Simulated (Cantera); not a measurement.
Charge: 1 mol C₂H₅OH, 9 mol H₂, 10 mol N₂, 0.15 mol CO₂, equilibrated at 101000 Pa.

Equilibrium computed with Cantera from the NASA thermochemical tables; the gas is ideal and each condensed phase is pure. Candidate condensed phases: C, C₆H₆, C₇H₈, C₈H₁₈, H₂O; 136 gas species. Kinetics and transport are ignored.

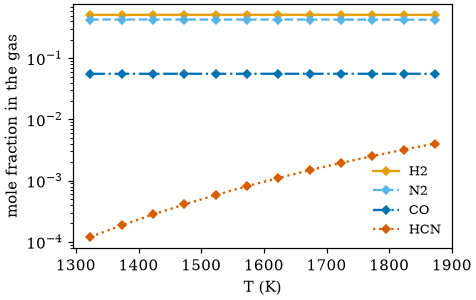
Figure. Equilibrium gas composition (values under 1e-9 drawn at 1e-9)

### Question
Read off the mole fractions at 1823 K.

### Answer
H₂ about 0.51, N₂ about 0.43, CO about 0.056, HCN about 0.0032.
